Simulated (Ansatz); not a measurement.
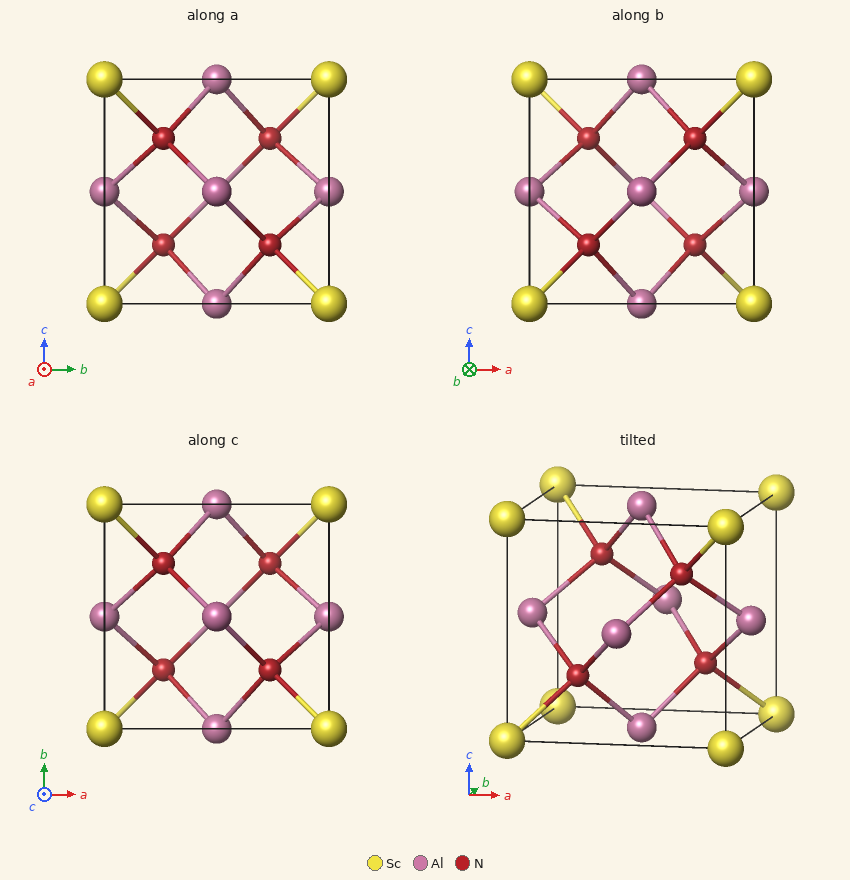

Shown here is a ball-and-stick view of the crystal, taken along the a axis, along the b axis, along the c axis and slightly off an axis. Lines trace the edges of the conventional unit cell.

Lattice parameters: a = 4.5288 Å, b = 4.5288 Å, c = 4.5288 Å, α = 90.000°, β = 90.000°, γ = 90.000°.

Express the structure as a CIF in P1 with every atom of the cell, with free fractional coordinates to two decimals.

Answer.
```cif
data_structure
_symmetry_space_group_name_H-M 'P 1'
_symmetry_Int_Tables_number 1
_cell_length_a 4.5288
_cell_length_b 4.5288
_cell_length_c 4.5288
_cell_angle_alpha 90.000
_cell_angle_beta 90.000
_cell_angle_gamma 90.000
_cell_volume 92.89
loop_
_atom_site_label
_atom_site_type_symbol
_atom_site_fract_x
_atom_site_fract_y
_atom_site_fract_z
_atom_site_occupancy
Sc1 Sc 0.00 0.00 0.00 1
Al1 Al 0.50 0.50 0.00 1
Al2 Al 0.50 0.00 0.50 1
Al3 Al 0.00 0.50 0.50 1
N1 N 0.74 0.74 0.26 1
N2 N 0.74 0.26 0.74 1
N3 N 0.26 0.74 0.74 1
N4 N 0.26 0.26 0.26 1
```

The cell started as a structure type filled with these elements by a generator (whether the compound takes this form wasn't checked). Earlier steps of the study may have refined or changed the cell and positions. It was the input of a calculation with Ansatz.
